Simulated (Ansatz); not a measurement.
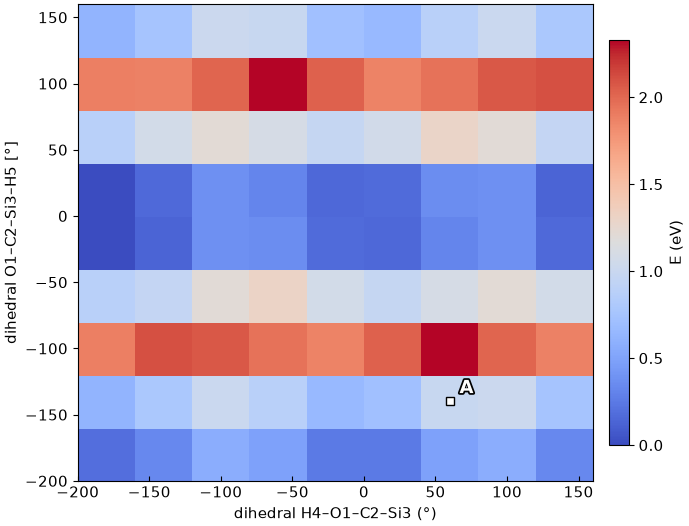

CH3OSi, SMILES O[C-]=[SiH2], charge −1. The first coordinate is: dihedral H4–O1–C2–Si3; the second: dihedral O1–C2–Si3–H5. Nothing is relaxed (all other coordinates rigid). The grid has 9 × 9 points; 75 points were computed and 6 follow by symmetry. Points are written as (first, second). Energies: eV, counted from the lowest grid point. Energies and slopes of some neighbouring points disagree (a jump in structure or state, or too coarse a mesh). The restricted reference is unstable at some or all points, so the energies there are unreliable. Computed with Ansatz, RHF-MP2, frozen core/def2-TZVPD.

In the figure: one coloured cell a grid point, the point A.

Q: Is A at rest? If not, where is it pushed?

A: A, at (60°, −140°), is not a stationary point. The computed force is 0.006 eV for each degree towards smaller values of dihedral H4–O1–C2–Si3 and 0.024 eV for each degree towards smaller values of dihedral O1–C2–Si3–H5.
